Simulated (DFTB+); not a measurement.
**Geometry relaxation, with input and output: GeSi$_{2}$H$_{8}$S (part 2 of 4)**

GeSi$_{2}$H$_{8}$S; GFN2-xTB, R-SCC, dispersion built in (DFTB+ 25.1). The geometry: force field.

Geometry of the input (Å):
```
Si -1.8453  0.5143  0.2681
Si -0.3785  -0.9571  0.8850
S  1.4614  0.0145  1.3107
Ge 2.0845  0.2706  -0.8270
H  -3.1876  -0.1136  0.0399
H  -2.0228  1.5988  1.3024
H  -1.4490  1.1956  -0.9980
H  -0.1599  -1.9451  -0.1772
H  -0.8559  -1.6059  2.1442
H  3.4418  0.8495  -0.9164
H  1.9580  -1.1159  -1.5147
H  1.0301  1.2392  -1.4831
```

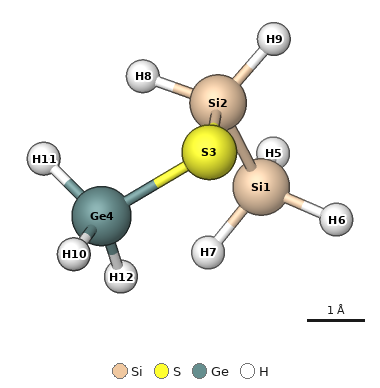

The input geometry (ball-and-stick view, seen at a tilt; atoms are numbered from 1 in the order of the input). Sticks mark near contacts.

### The program's output, continued
```
--------------------------------------------------------------------------------

***  Geometry step: 9

 iSCC Total electronic   Diff electronic      SCC error
    1   -0.12820703E+02    0.00000000E+00    0.32491944E-01
    2   -0.12820658E+02    0.26865167E-02    0.31373268E-01
    3   -0.12820378E+02    0.45240618E-04    0.17600214E-01
    4   -0.12820312E+02    0.28002062E-03    0.11071579E-01
    5   -0.12820271E+02    0.65828158E-04    0.29817600E-02
    6   -0.12820290E+02    0.40335281E-04    0.17230957E-02
    7   -0.12820298E+02   -0.18936733E-04    0.98305612E-03
    8   -0.12820297E+02   -0.72833006E-05    0.31650017E-03
    9   -0.12820296E+02    0.82802656E-06    0.13284822E-03
   10   -0.12820296E+02    0.46669683E-06    0.74178410E-04
   11   -0.12820296E+02    0.13508843E-06    0.40574420E-04
   12   -0.12820296E+02    0.31594362E-06    0.18857042E-04
   13   -0.12820296E+02    0.21211368E-06    0.12969947E-04
   14   -0.12820296E+02    0.35762621E-07    0.45658578E-05

Total Energy:                      -12.7436725390 H         -346.7730 eV
Extrapolated to 0K:                -12.7436725390 H         -346.7730 eV
Total Mermin free energy:          -12.7436725390 H         -346.7730 eV
Force related energy:              -12.7436725390 H         -346.7730 eV

Maximal force component:             0.112075E-01
Averaged force norm:                 0.536972E-02

--------------------------------------------------------------------------------

***  Geometry step: 10

 iSCC Total electronic   Diff electronic      SCC error
    1   -0.12821406E+02    0.00000000E+00    0.50740150E-01
    2   -0.12821516E+02   -0.11099938E-02    0.41902644E-01
    3   -0.12821768E+02   -0.11022305E-03    0.21363244E-01
    4   -0.12821960E+02   -0.25218082E-03    0.79849470E-02
    5   -0.12821995E+02   -0.19216637E-03    0.33606244E-02
    6   -0.12821999E+02   -0.35165802E-04    0.29486692E-02
    7   -0.12821999E+02   -0.37530320E-05    0.72444447E-03
    8   -0.12822001E+02   -0.12788865E-06    0.43840983E-03
    9   -0.12822002E+02   -0.18273354E-05    0.21943615E-03
   10   -0.12822002E+02   -0.12131609E-05    0.11402713E-03
   11   -0.12822003E+02   -0.15504676E-06    0.42423711E-04
   12   -0.12822003E+02   -0.66135412E-06    0.15975262E-04
   13   -0.12822003E+02   -0.20970920E-06    0.13834988E-04
   14   -0.12822003E+02   -0.24257183E-07    0.51776655E-05

Total Energy:                      -12.7447873416 H         -346.8033 eV
Extrapolated to 0K:                -12.7447873416 H         -346.8033 eV
Total Mermin free energy:          -12.7447873416 H         -346.8033 eV
Force related energy:              -12.7447873416 H         -346.8033 eV

Maximal force component:             0.497792E-02
Averaged force norm:                 0.334921E-02

--------------------------------------------------------------------------------

***  Geometry step: 11

 iSCC Total electronic   Diff electronic      SCC error
    1   -0.12821482E+02    0.00000000E+00    0.85879225E-01
    2   -0.12821674E+02    0.52087184E-03    0.71384513E-01
    3   -0.12822062E+02   -0.19159957E-03    0.37325834E-01
    4   -0.12822372E+02   -0.38839098E-03    0.14479144E-01
    5   -0.12822440E+02   -0.30944781E-03    0.58465298E-02
    6   -0.12822451E+02   -0.68538440E-04    0.48637639E-02
    7   -0.12822460E+02   -0.11025912E-04    0.15280119E-02
    8   -0.12822466E+02   -0.85916222E-05    0.85165836E-03
    9   -0.12822468E+02   -0.62499440E-05    0.47294467E-03
   10   -0.12822469E+02   -0.21582268E-05    0.27801887E-03
   11   -0.12822470E+02   -0.39589614E-06    0.85479156E-04
   12   -0.12822471E+02   -0.13287533E-05    0.31547753E-04
   13   -0.12822471E+02   -0.49332909E-06    0.21895084E-04
   14   -0.12822471E+02   -0.10497556E-06    0.10297858E-04
   15   -0.12822471E+02   -0.46305280E-07    0.21590190E-05

Total Energy:                      -12.7439981206 H         -346.7818 eV
Extrapolated to 0K:                -12.7439981206 H         -346.7818 eV
Total Mermin free energy:          -12.7439981206 H         -346.7818 eV
Force related energy:              -12.7439981206 H         -346.7818 eV

Maximal force component:             0.194476E-01
Averaged force norm:                 0.838808E-02

--------------------------------------------------------------------------------

***  Geometry step: 12

 iSCC Total electronic   Diff electronic      SCC error
    1   -0.12823057E+02    0.00000000E+00    0.64825588E-01
    2   -0.12822987E+02   -0.58587538E-03    0.53616699E-01
    3   -0.12822721E+02    0.69751672E-04    0.29295104E-01
    4   -0.12822440E+02    0.26640628E-03    0.10472280E-01
    5   -0.12822401E+02    0.28028342E-03    0.43345572E-02
    6   -0.12822397E+02    0.39345446E-04    0.36296482E-02
    7   -0.12822397E+02    0.35906321E-05    0.10545660E-02
    8   -0.12822394E+02    0.79313350E-06    0.65181359E-03
    9   -0.12822392E+02    0.22069117E-05    0.33213308E-03
   10   -0.12822391E+02    0.25714486E-05    0.20029782E-03
   11   -0.12822390E+02    0.29319729E-06    0.60762454E-04
   12   -0.12822390E+02    0.10095955E-05    0.23612300E-04
   13   -0.12822390E+02    0.38540830E-06    0.16825130E-04
   14   -0.12822390E+02    0.57727719E-07    0.74346228E-05

Total Energy:                      -12.7448809867 H         -346.8059 eV
Extrapolated to 0K:                -12.7448809867 H         -346.8059 eV
Total Mermin free energy:          -12.7448809867 H         -346.8059 eV
Force related energy:              -12.7448809867 H         -346.8059 eV

Maximal force component:             0.643491E-02
Averaged force norm:                 0.418165E-02

--------------------------------------------------------------------------------

***  Geometry step: 13

 iSCC Total electronic   Diff electronic      SCC error
    1   -0.12815495E+02    0.00000000E+00    0.10139623E+00
    2   -0.12815700E+02    0.68945345E-02    0.84428753E-01
    3   -0.12816096E+02   -0.20451886E-03    0.48312823E-01
    4   -0.12816278E+02   -0.39570935E-03    0.21182092E-01
    5   -0.12816254E+02   -0.18188533E-03    0.14336350E-01
    6   -0.12816302E+02    0.23500556E-04    0.68972503E-02
    7   -0.12816353E+02   -0.47938608E-04    0.27603527E-02
    8   -0.12816365E+02   -0.50802096E-04    0.10060453E-02
    9   -0.12816366E+02   -0.11862015E-04    0.79926027E-03
   10   -0.12816373E+02   -0.10995736E-05    0.28133965E-03
   11   -0.12816374E+02   -0.75864999E-05    0.14184381E-03
   12   -0.12816374E+02   -0.43038026E-06    0.72733021E-04
   13   -0.12816375E+02   -0.29258858E-06    0.31382814E-04
   14   -0.12816375E+02   -0.42722949E-06    0.85131377E-05

Total Energy:                      -12.7448918672 H         -346.8062 eV
Extrapolated to 0K:                -12.7448918672 H         -346.8062 eV
Total Mermin free energy:          -12.7448918672 H         -346.8062 eV
Force related energy:              -12.7448918672 H         -346.8062 eV

Maximal force component:             0.124603E-01
Averaged force norm:                 0.626581E-02

--------------------------------------------------------------------------------

***  Geometry step: 14

 iSCC Total electronic   Diff electronic      SCC error
    1   -0.12820102E+02    0.00000000E+00    0.50129437E-01
    2   -0.12820037E+02   -0.37278150E-02    0.41958799E-01
    3   -0.12819827E+02    0.65425502E-04    0.24073682E-01
    4   -0.12819719E+02    0.20987372E-03    0.10304718E-01
    5   -0.12819734E+02    0.10769223E-03    0.67174276E-02
    6   -0.12819715E+02   -0.15047932E-04    0.31817446E-02
    7   -0.12819692E+02    0.19066716E-04    0.10338800E-02
    8   -0.12819691E+02    0.23130879E-04    0.63923379E-03
    9   -0.12819689E+02    0.15588703E-05    0.38645058E-03
   10   -0.12819685E+02    0.17887790E-05    0.13845165E-03
   11   -0.12819685E+02    0.37017352E-05    0.46787559E-04
   12   -0.12819685E+02    0.26324435E-06    0.34689583E-04
   13   -0.12819685E+02    0.74772762E-07    0.16024485E-04
   14   -0.12819685E+02    0.15787748E-06    0.47639899E-05

Total Energy:                      -12.7453639949 H         -346.8190 eV
Extrapolated to 0K:                -12.7453639949 H         -346.8190 eV
Total Mermin free energy:          -12.7453639949 H         -346.8190 eV
Force related energy:              -12.7453639949 H         -346.8190 eV

Maximal force component:             0.469558E-02
Averaged force norm:                 0.254030E-02

--------------------------------------------------------------------------------

***  Geometry step: 15

 iSCC Total electronic   Diff electronic      SCC error
    1   -0.12819051E+02    0.00000000E+00    0.48865075E-01
    2   -0.12819099E+02    0.63330219E-03    0.42264088E-01
    3   -0.12819227E+02   -0.47797667E-04    0.18637022E-01
    4   -0.12819281E+02   -0.12802240E-03    0.91128428E-02
    5   -0.12819282E+02   -0.54126422E-04    0.50054139E-02
    6   -0.12819282E+02   -0.66698974E-06    0.35877967E-02
    7   -0.12819292E+02   -0.18379681E-06    0.14912680E-02
    8   -0.12819300E+02   -0.96867609E-05    0.63695249E-03
    9   -0.12819302E+02   -0.81366951E-05    0.41766362E-03
   10   -0.12819304E+02   -0.18389482E-05    0.31121227E-03
   11   -0.12819306E+02   -0.19500536E-05    0.15480722E-03
   12   -0.12819307E+02   -0.23728849E-05    0.16794888E-04
   13   -0.12819307E+02   -0.68063399E-06    0.10742821E-04
   14   -0.12819307E+02   -0.44982015E-07    0.37186480E-05

Total Energy:                      -12.7453196110 H         -346.8178 eV
Extrapolated to 0K:                -12.7453196110 H         -346.8178 eV
Total Mermin free energy:          -12.7453196110 H         -346.8178 eV
Force related energy:              -12.7453196110 H         -346.8178 eV

Maximal force component:             0.910682E-02
Averaged force norm:                 0.479425E-02

--------------------------------------------------------------------------------

***  Geometry step: 16

 iSCC Total electronic   Diff electronic      SCC error
    1   -0.12819666E+02    0.00000000E+00    0.25579958E-01
    2   -0.12819651E+02   -0.35866037E-03    0.22061730E-01
    3   -0.12819589E+02    0.14140901E-04    0.93558404E-02
    4   -0.12819561E+02    0.62325115E-04    0.47473603E-02
    5   -0.12819562E+02    0.28553448E-04    0.26851726E-02
    6   -0.12819562E+02   -0.12289889E-05    0.18911576E-02
    7   -0.12819557E+02    0.32059646E-07    0.77721164E-03
    8   -0.12819553E+02    0.45647522E-05    0.33288667E-03
    9   -0.12819552E+02    0.39003151E-05    0.21770482E-03
   10   -0.12819551E+02    0.10686512E-05    0.16589099E-03
   11   -0.12819550E+02    0.96459554E-06    0.81450399E-04
   12   -0.12819550E+02    0.12697005E-05    0.81366339E-05

Total Energy:                      -12.7455421656 H         -346.8238 eV
Extrapolated to 0K:                -12.7455421656 H         -346.8238 eV
Total Mermin free energy:          -12.7455421656 H         -346.8238 eV
Force related energy:              -12.7455421656 H         -346.8238 eV

Maximal force component:             0.250349E-02
Averaged force norm:                 0.179908E-02

--------------------------------------------------------------------------------

***  Geometry step: 17

 iSCC Total electronic   Diff electronic      SCC error
    1   -0.12818413E+02    0.00000000E+00    0.29923013E-01
    2   -0.12818397E+02    0.11363091E-02    0.19967565E-01
    3   -0.12818378E+02    0.15860264E-04    0.83481403E-02
    4   -0.12818368E+02    0.19848943E-04    0.36873384E-02
    5   -0.12818379E+02    0.95205575E-05    0.17457721E-02
    6   -0.12818379E+02   -0.11270930E-04    0.14539928E-02
    7   -0.12818379E+02    0.59747649E-06    0.93980968E-03
    8   -0.12818385E+02   -0.68172123E-06    0.30955028E-03
    9   -0.12818386E+02   -0.53069653E-05    0.18863728E-03
   10   -0.12818387E+02   -0.11861337E-05    0.15175623E-03
   11   -0.12818388E+02   -0.63401185E-06    0.46990524E-04
   12   -0.12818388E+02   -0.10995920E-05    0.12343298E-04
   13   -0.12818388E+02   -0.14667249E-06    0.78369358E-05

Total Energy:                      -12.7456946068 H         -346.8280 eV
Extrapolated to 0K:                -12.7456946068 H         -346.8280 eV
Total Mermin free energy:          -12.7456946068 H         -346.8280 eV
Force related energy:              -12.7456946068 H         -346.8280 eV

Maximal force component:             0.199011E-02
Averaged force norm:                 0.120473E-02

--------------------------------------------------------------------------------

***  Geometry step: 18

 iSCC Total electronic   Diff electronic      SCC error
    1   -0.12816354E+02    0.00000000E+00    0.47258236E-01
    2   -0.12816330E+02    0.20343053E-02    0.31560270E-01
    3   -0.12816296E+02    0.23952519E-04    0.13296420E-01
    4   -0.12816280E+02    0.33637794E-04    0.58965014E-02
    5   -0.12816300E+02    0.15804794E-04    0.28289362E-02
    6   -0.12816300E+02   -0.19961806E-04    0.23366286E-02
    7   -0.12816301E+02    0.19607092E-06    0.15591275E-02
    8   -0.12816310E+02   -0.10748809E-05    0.50243473E-03
    9   -0.12816312E+02   -0.92360869E-05    0.31074679E-03
   10   -0.12816313E+02   -0.19634855E-05    0.24380627E-03
   11   -0.12816315E+02   -0.11779568E-05    0.74969769E-04
   12   -0.12816315E+02   -0.16903927E-05    0.21902717E-04
   13   -0.12816315E+02   -0.21854592E-06    0.14231894E-04
   14   -0.12816315E+02   -0.52076219E-07    0.29575377E-05

Total Energy:                      -12.7455836740 H         -346.8250 eV
Extrapolated to 0K:                -12.7455836740 H         -346.8250 eV
Total Mermin free energy:          -12.7455836740 H         -346.8250 eV
Force related energy:              -12.7455836740 H         -346.8250 eV

Maximal force component:             0.444354E-02
Averaged force norm:                 0.316940E-02

--------------------------------------------------------------------------------

***  Geometry step: 19

 iSCC Total electronic   Diff electronic      SCC error
    1   -0.12817855E+02    0.00000000E+00    0.35323839E-01
    2   -0.12817882E+02   -0.15400272E-02    0.23672620E-01
    3   -0.12817909E+02   -0.26831622E-04    0.98431636E-02
    4   -0.12817919E+02   -0.26755122E-04    0.44435531E-02
    5   -0.12817905E+02   -0.98086835E-05    0.20950135E-02
    6   -0.12817906E+02    0.13758561E-04    0.17448635E-02
    7   -0.12817905E+02   -0.73097350E-06    0.11549975E-02
    8   -0.12817899E+02    0.74584294E-06    0.39790596E-03
    9   -0.12817897E+02    0.62740562E-05    0.23019253E-03
   10   -0.12817896E+02    0.16869650E-05    0.18317250E-03
   11   -0.12817895E+02    0.80926054E-06    0.56534792E-04
   12   -0.12817895E+02    0.13173665E-05    0.15002522E-04
   13   -0.12817895E+02    0.17253369E-06    0.90024414E-05

Total Energy:                      -12.7457080533 H         -346.8284 eV
Extrapolated to 0K:                -12.7457080533 H         -346.8284 eV
Total Mermin free energy:          -12.7457080533 H         -346.8284 eV
Force related energy:              -12.7457080533 H         -346.8284 eV

Maximal force component:             0.262401E-02
Averaged force norm:                 0.151942E-02

--------------------------------------------------------------------------------

***  Geometry step: 20
```
